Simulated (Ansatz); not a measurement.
# Geometry relaxation, with input and output: SiH₆S (part 1 of 2)

- system: SiH₆S
- method: RKS r2SCAN/def2-TZVP (Ansatz 0.2.0)

It belongs to a series of runs on one base structure; here: end point B relaxed. Figures and captions count atoms from 1; the log counts them from 0 in places.

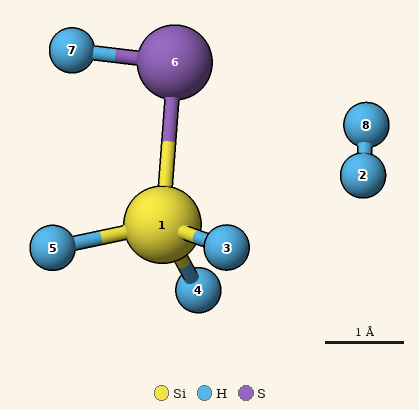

The input geometry (ball-and-stick view, seen at a tilt; atoms are numbered from 1 in the order of the input).

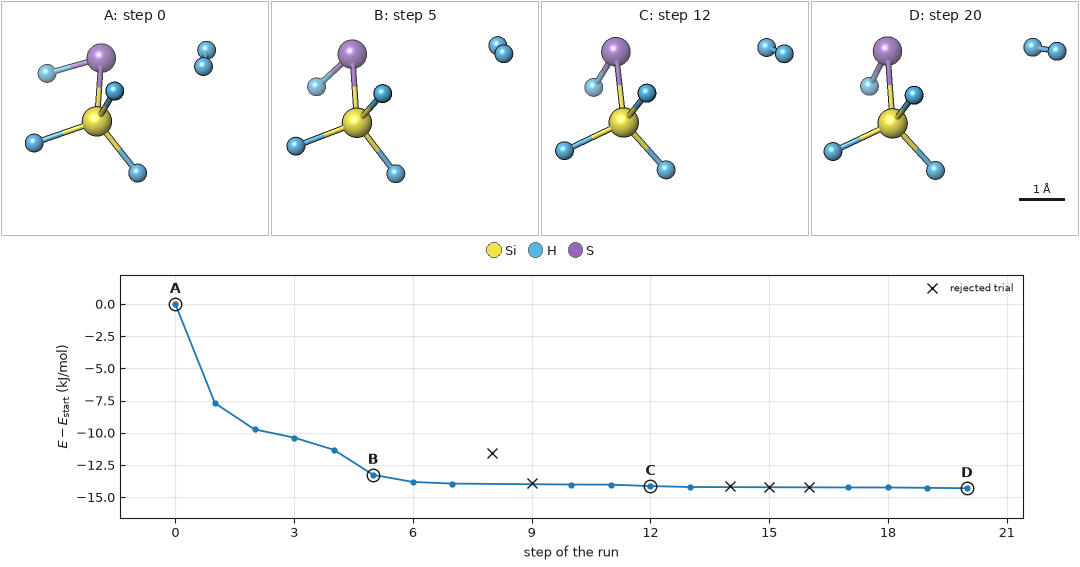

Frames of the relaxation (ball-and-stick view, seen at a tilt) above the curves, on which the letters mark them (the first geometry is step 0 here and step 1 in the log).

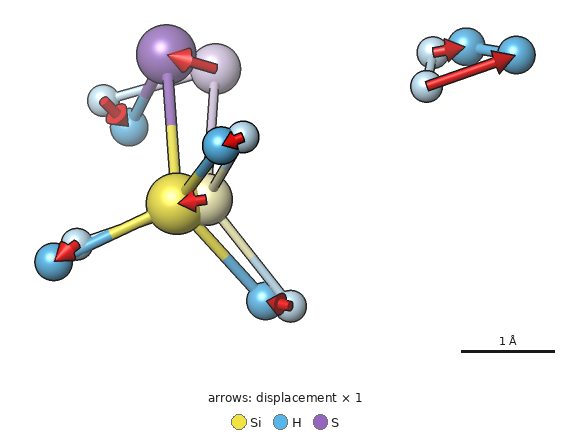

Start (faint) and end (solid) with the displacements as red arrows, at true length (ball-and-stick view, seen at a tilt). The two geometries are laid on each other by the best rigid fit. The atom that moves furthest after the best rigid fit is H2 (1.03 Å). By element the largest moves are H 1.03 Å, S 0.61 Å, Si 0.32 Å. Distances before and after: H2–H8 0.709 → 0.743 Å, Si1–S6 2.155 → 2.141 Å. Among the angles that change: H3–Si1–S6 109.4° → 105.0°, H5–Si1–S6 108.2° → 111.6°. The energy falls by 14.3 kJ/mol in 20 geometry steps. Largest force component: 1.3 eV/Å at the start, 0.028 eV/Å at the end. The line search rejected the trial steps at points 8, 9, 14, 15, 16 (counted from 0) and went back. (Atoms are counted from 1 in the order of the input.)

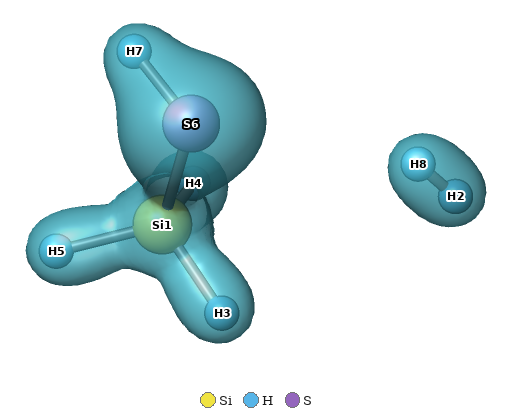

Isosurface of the total electron density at 0.5 e/Å³ (cyan), seen at a tilt. At this value the surface falls into two separate pieces. It is pinched off along the Si···H (3.58 Å) contacts. On the grid the lowest density along these lines, outside the cores, is 0.02 e/Å³ (Si···H, 3.58 Å), 0.65 e/Å³ (Si–S, 2.14 Å), 1.8 e/Å³ (H–H, 0.74 Å) and 1.4 e/Å³ (S–H, 1.35 Å).

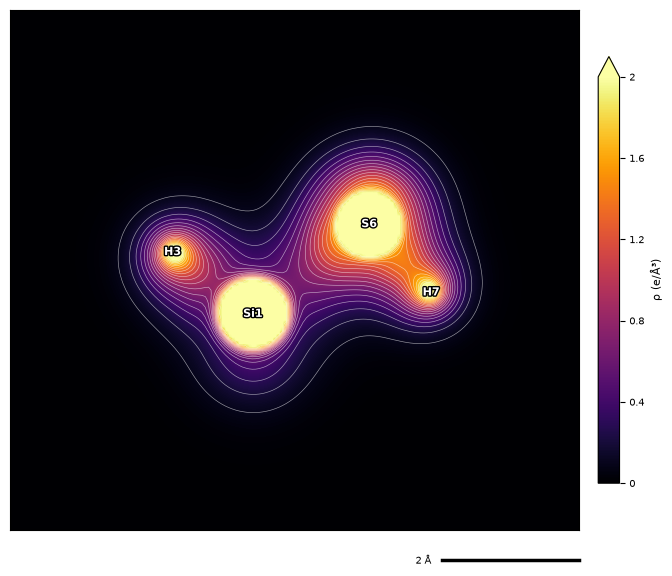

Electron density on the plane of atoms Si1, S6 and H7. The section cuts through Si, H and S sites. Si–S (2.14 Å): ρ is about 0.82 e/Å³ halfway. S–H (1.35 Å): ρ at the midpoint is about 1.5 e/Å³. Si–H (1.48 Å): ρ is about 0.82 e/Å³ halfway.

The input that produced these results follows, with the program's output.

Input
```yaml
crystal:
  periodic: [false, false, false]
  atoms:
    - { symbol: Si, position_ang: [-0.511716, -0.170941, -0.374528] }
    - { symbol: H, position_ang: [0.146477, 0.548864, 2.108586] }
    - { symbol: H, position_ang: [0.697324, -0.760526, 0.237846] }
    - { symbol: H, position_ang: [-0.288181, 1.281363, -0.563059] }
    - { symbol: H, position_ang: [-0.767833, -0.808185, -1.685013] }
    - { symbol: S, position_ang: [-2.211841, -0.541764, 0.89623] }
    - { symbol: H, position_ang: [-2.985748, -0.961588, -0.116733] }
    - { symbol: H, position_ang: [-0.452782, 0.539978, 2.487672] }
basis:
  gaussian: { orbitals: def2-TZVP }
hamiltonian:
  xc: r2scan
relax:
  f_tol: 0.03
  max_steps: 50
output:
  orbitals: {}
```

Launch command:
```bash
ansatz run input.yaml --threads 4 --pin off --max-ram 5120MiB --backend cpu --events-out ev --progress --plain --runs-dir out
```

Log
```
The last accepted step is kept in [file] (removed where the run ends without a failure and the disk answers)
Engine: ansatz 0.2.0, aarch64-unknown-linux-gnu
Functional definition: r2SCAN
  parameter k0 = 0.174
  parameter k1 = 0.065
  parameter a1 = 4.9479
  exchange = r2scan_x(k0 = k0, k1 = k1, a1 = a1)
  correlation = r2scan_c
777 factors; their error is unknown
mean field evaluation 1: about -18808.5623 eV, gradient 1.7e1 eV
mean field evaluation 2: about -18809.0773 eV, gradient 1.3e1 eV
mean field evaluation 4: about -18809.4920 eV, gradient 7.8e-1 eV
mean field evaluation 8: about -18809.4779 eV, gradient 8.4e-2 eV
mean field -18809.47791005 eV, -691.2355636724 hartree, gradient 3.6e-5 eV, S^2 0.000000; 0 other end points of the search recorded, 0 dependent functions left out
the calculation of the forces begins
reference -18809.47792165 eV, -691.2355640985 hartree; 18, 18 occupied and 92, 92 virtual orbitals, 777 factors
relax step   1: F+E_penalty+E_count = -18809.47791005 eV  Δ(F+E_penalty+E_count) = +0.000e0 eV  max|allowed force component| = 1.281e0 eV/Å  Δτ_max = 0.0000 Å  (24 SCF iters, accepted)
these checks for a lower state are left out or cut short: starts, cluster_reference, orbital_swaps, neighbouring_geometries, increment
777 factors; their error is unknown
mean field evaluation 16: about -18809.5560 eV, gradient 2.2e0 eV
mean field -18809.55764476 eV, -691.2384938689 hartree, gradient 1.1e-5 eV, S^2 0.000000; 0 other end points of the search recorded, 0 dependent functions left out
[... from here on the field's lines of each further geometry are left out, up to the last ...]
relax step   2: F+E_penalty+E_count = -18809.55764476 eV  Δ(F+E_penalty+E_count) = -7.973e-2 eV  max|allowed force component| = 6.695e-2 eV/Å  Δτ_max = 0.1953 Å  (28 SCF iters, accepted)
relax step   3: F+E_penalty+E_count = -18809.57877944 eV  Δ(F+E_penalty+E_count) = -2.113e-2 eV  max|allowed force component| = 4.158e-2 eV/Å  Δτ_max = 0.1584 Å  (28 SCF iters, accepted)
relax step   4: F+E_penalty+E_count = -18809.58537234 eV  Δ(F+E_penalty+E_count) = -6.593e-3 eV  max|allowed force component| = 4.521e-1 eV/Å  Δτ_max = 0.2000 Å  (28 SCF iters, accepted)
relax step   5: F+E_penalty+E_count = -18809.59513658 eV  Δ(F+E_penalty+E_count) = -9.764e-3 eV  max|allowed force component| = 3.280e-1 eV/Å  Δτ_max = 0.0464 Å  (28 SCF iters, accepted)
relax step   6: F+E_penalty+E_count = -18809.61534931 eV  Δ(F+E_penalty+E_count) = -2.021e-2 eV  max|allowed force component| = 7.308e-2 eV/Å  Δτ_max = 0.1996 Å  (33 SCF iters, accepted)
relax step   7: F+E_penalty+E_count = -18809.62104108 eV  Δ(F+E_penalty+E_count) = -5.692e-3 eV  max|allowed force component| = 6.072e-2 eV/Å  Δτ_max = 0.1564 Å  (29 SCF iters, accepted)
relax step   8: F+E_penalty+E_count = -18809.62237882 eV  Δ(F+E_penalty+E_count) = -1.338e-3 eV  max|allowed force component| = 1.929e-2 eV/Å  Δτ_max = 0.0522 Å  (28 SCF iters, accepted)
relax step   9: F+E_penalty+E_count = -18809.59782480 eV  Δ(F+E_penalty+E_count) = +2.455e-2 eV  max|allowed force component| = 7.561e-1 eV/Å  Δτ_max = 0.1661 Å  (28 SCF iters, rejected (line search))
relax step  10: F+E_penalty+E_count = -18809.62177028 eV  Δ(F+E_penalty+E_count) = +6.085e-4 eV  max|allowed force component| = 3.352e-1 eV/Å  Δτ_max = 0.0740 Å  (28 SCF iters, rejected (line search))
relax step  11: F+E_penalty+E_count = -18809.62313761 eV  Δ(F+E_penalty+E_count) = -7.588e-4 eV  max|allowed force component| = 1.040e-1 eV/Å  Δτ_max = 0.0360 Å  (28 SCF iters, accepted)
relax step  12: F+E_penalty+E_count = -18809.62321857 eV  Δ(F+E_penalty+E_count) = -8.096e-5 eV  max|allowed force component| = 2.485e-1 eV/Å  Δτ_max = 0.0404 Å  (28 SCF iters, accepted)
relax step  13: F+E_penalty+E_count = -18809.62436526 eV  Δ(F+E_penalty+E_count) = -1.147e-3 eV  max|allowed force component| = 7.585e-2 eV/Å  Δτ_max = 0.0258 Å  (29 SCF iters, accepted)
relax step  14: F+E_penalty+E_count = -18809.62511686 eV  Δ(F+E_penalty+E_count) = -7.516e-4 eV  max|allowed force component| = 1.897e-2 eV/Å  Δτ_max = 0.1900 Å  (28 SCF iters, accepted)
relax step  15: F+E_penalty+E_count = -18809.62412703 eV  Δ(F+E_penalty+E_count) = +9.898e-4 eV  max|allowed force component| = 1.688e-1 eV/Å  Δτ_max = 0.1910 Å  (27 SCF iters, rejected (line search))
relax step  16: F+E_penalty+E_count = -18809.62503015 eV  Δ(F+E_penalty+E_count) = +8.672e-5 eV  max|allowed force component| = 8.778e-2 eV/Å  Δτ_max = 0.0945 Å  (28 SCF iters, rejected (line search))
relax step  17: F+E_penalty+E_count = -18809.62494868 eV  Δ(F+E_penalty+E_count) = +1.682e-4 eV  max|allowed force component| = 1.222e-1 eV/Å  Δτ_max = 0.0458 Å  (28 SCF iters, rejected (line search))
relax step  18: F+E_penalty+E_count = -18809.62547113 eV  Δ(F+E_penalty+E_count) = -3.543e-4 eV  max|allowed force component| = 7.189e-3 eV/Å  Δτ_max = 0.0222 Å  (28 SCF iters, accepted)
relax step  19: F+E_penalty+E_count = -18809.62548758 eV  Δ(F+E_penalty+E_count) = -1.645e-5 eV  max|allowed force component| = 1.013e-1 eV/Å  Δτ_max = 0.0309 Å  (28 SCF iters, accepted)
relax step  20: F+E_penalty+E_count = -18809.62577660 eV  Δ(F+E_penalty+E_count) = -2.890e-4 eV  max|allowed force component| = 3.584e-2 eV/Å  Δτ_max = 0.0281 Å  (29 SCF iters, accepted)
the calculation of the forces begins
reference -18809.62611819 eV, -691.2410102210 hartree; 18, 18 occupied and 92, 92 virtual orbitals, 777 factors
relax step  21: F+E_penalty+E_count = -18809.62610549 eV  Δ(F+E_penalty+E_count) = -3.289e-4 eV  max|allowed force component| = 2.762e-2 eV/Å  Δτ_max = 0.0424 Å  (28 SCF iters, accepted)
777 factors; their error is unknown
mean field evaluation 160: about -18809.2320 eV, gradient 1.3e1 eV
mean field -18809.62610549 eV, -691.2410097543 hartree, gradient 1.1e-5 eV, S^2 0.000000; 1 other end points of the search recorded, 0 dependent functions left out
the calculation of the forces begins
reference -18809.62611819 eV, -691.2410102210 hartree; 18, 18 occupied and 92, 92 virtual orbitals, 777 factors
Total energy: -18809.62611819 eV, -691.2410102210 hartree
Atom 0 at    -0.574037    -0.367253    -0.628896 Å, force    -0.000221     0.000902     0.001409 eV/Å
Atom 1 at     0.359328     0.977513     3.011815 Å, force     0.026284     0.013632     0.009884 eV/Å
Atom 2 at     0.665362    -0.877800     0.000179 Å, force    -0.001514    -0.002833    -0.003618 eV/Å
Atom 3 at    -0.539718     1.115095    -0.688468 Å, force     0.001905    -0.001639     0.001904 eV/Å
Atom 4 at    -0.695851    -0.897617    -2.009455 Å, force     0.002619     0.002736    -0.002694 eV/Å
Atom 5 at    -2.160178    -1.068664     0.626150 Å, force    -0.023393     0.013383    -0.011525 eV/Å
Atom 6 at    -3.133393    -0.476714    -0.090754 Å, force     0.021940    -0.014501     0.015906 eV/Å
Atom 7 at    -0.295812     0.722641     2.770429 Å, force    -0.027620    -0.011680    -0.011267 eV/Å
Dipole moment:    -0.023741     0.119503    -0.184699 e Å
```

Trajectory as extended XYZ (Å, eV, eV/Å), 21 frames, from step=1 to step=21
```
8
Properties=species:S:1:pos:R:3:forces:R:3 step=1 energy=-18809.47791
Si   -0.5117   -0.1709   -0.3745   -0.1823  -0.0625  -0.0018
H     0.1465    0.5489    2.1086    1.2815   0.0921  -0.5763
H     0.6973   -0.7605    0.2378    0.0525  -0.0371  -0.0120
H    -0.2882    1.2814   -0.5631    0.0180   0.0310  -0.0035
H    -0.7678   -0.8082   -1.6850   -0.0174  -0.0124  -0.0607
S    -2.2118   -0.5418    0.8962   -0.0101  -0.0548  -0.1611
H    -2.9857   -0.9616   -0.1167   -0.0302  -0.0175  -0.0345
H    -0.4528    0.5400    2.4877   -1.1119   0.0611   0.8499
8
Properties=species:S:1:pos:R:3:forces:R:3 step=2 energy=-18809.55765
Si   -0.5368   -0.1918   -0.4117   -0.0502  -0.0046  -0.0056
H     0.2504    0.6119    2.2615    0.0517   0.0321   0.0670
H     0.6774   -0.7791    0.2002   -0.0161  -0.0399   0.0037
H    -0.3025    1.2638   -0.5800   -0.0233  -0.0043  -0.0126
H    -0.7836   -0.8165   -1.7306   -0.0025  -0.0006  -0.0529
S    -2.2456   -0.5777    0.8366    0.0302  -0.0209  -0.0026
H    -3.0197   -0.9860   -0.1802   -0.0004   0.0002  -0.0510
H    -0.4139    0.6026    2.5951    0.0106   0.0380   0.0542
8
Properties=species:S:1:pos:R:3:forces:R:3 step=3 energy=-18809.57878
Si   -0.5556   -0.2095   -0.4521   -0.0195   0.0172   0.0261
H     0.3085    0.6610    2.4005    0.0073   0.0140   0.0371
H     0.6559   -0.8005    0.1623   -0.0094  -0.0224   0.0089
H    -0.3255    1.2475   -0.6154   -0.0133  -0.0075  -0.0134
H    -0.7994   -0.8279   -1.7748   -0.0012  -0.0040  -0.0416
S    -2.2617   -0.6005    0.7967    0.0415  -0.0213  -0.0085
H    -3.0265   -0.9959   -0.2324   -0.0233   0.0053  -0.0225
H    -0.3699    0.6530    2.7063    0.0180   0.0187   0.0138
```
